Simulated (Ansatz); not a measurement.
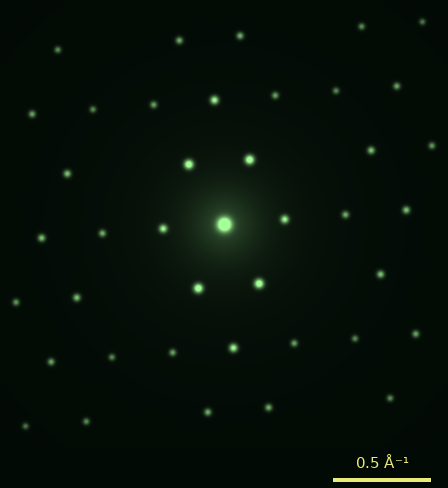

The pattern is a kinematic simulation for 200 kV electrons (no multiple scattering; isotropic B = 0.5 Å²).

Phase: Dy, space group P6_3/mmc (No. 194), a = 3.65 Å, c = 5.88 Å (hexagonal axes). Structure: the input geometry of an electronic-structure calculation (not necessarily at equilibrium).

### Measure the pattern against the scale bar and name the zone.

The spots form a centred rectangular net whose two shortest vectors correspond to d = 3.16 Å and 2.78 Å, 63.9° apart. They index as 0 1 0 and 1 0 -1, so the zone axis is ±[101] (or an equivalent direction of <101>).

### Which reflections of this zone are missing, and why?

A glide plane extinguishes reflections such as 1 -2 -1, 1 1 -1; reflections such as 3 -3 -3, 3 0 -3 are allowed by the space group but vanish because the atoms sit on special positions. In a thicker crystal double diffraction can put intensity into those places emptied by glide planes or screw axes that lie on the net of the visible spots, but never into those emptied by centring.
